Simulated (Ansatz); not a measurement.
## Computed energy against volume: BN (wurtzite)

BN (wurtzite)

```xyz
4
Lattice="2.5440 0.0000 0.0000 -1.2720 2.2031 0.0000 0.0000 0.0000 4.2077" Properties=species:S:1:pos:R:3 pbc="T T T"
B      1.2720     0.7344     4.2073
B      0.0000     1.4688     2.1034
N      1.2720     0.7344     2.6311
N      0.0000     1.4688     0.5272
```

E(V) scan at fixed shape, V₀ the volume above. The atoms relax within the cell's symmetry.

These are r2SCAN (plane waves to 500 eV, PAW, scalar-relativistic; Ansatz, a quantum-chemistry and plane-wave program) values and carry that method's errors. k mesh 15×15×8 (Γ-centred), Fermi-Dirac smearing 0.05 eV. Energies are smeared free energies. With the shape held, the modulus is that of even scaling; a crystal free to change shape is softer. BN was relaxed with its symmetry unable to fall. The zero of ΔE is the relaxed starting cell.

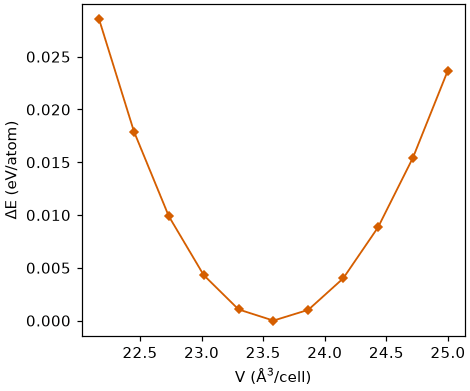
*ΔE (eV/atom) against V (Å³/cell); one marker a computed point.*

The equilibrium volume of the fit comes out as 5.90 Å³/atom and the pressure at the smallest volume is 27.1 GPa. The energy cost of the largest compression comes out as 28.5 meV/atom, the energy cost of the largest expansion is 23.7 meV/atom and the pressure for 5 % compression (fit) comes out as 22.1 GPa.

P = (3B₀/2)(x⁷ − x⁵)[1 + ¾(B₀′ − 4)(x² − 1)] with x = (1/0.95)^(1/3), B₀ = 391 GPa and B₀′ = 3.66.

(Under strain, the slope of the energy per volume gives the stress and its curvature an elastic modulus.)
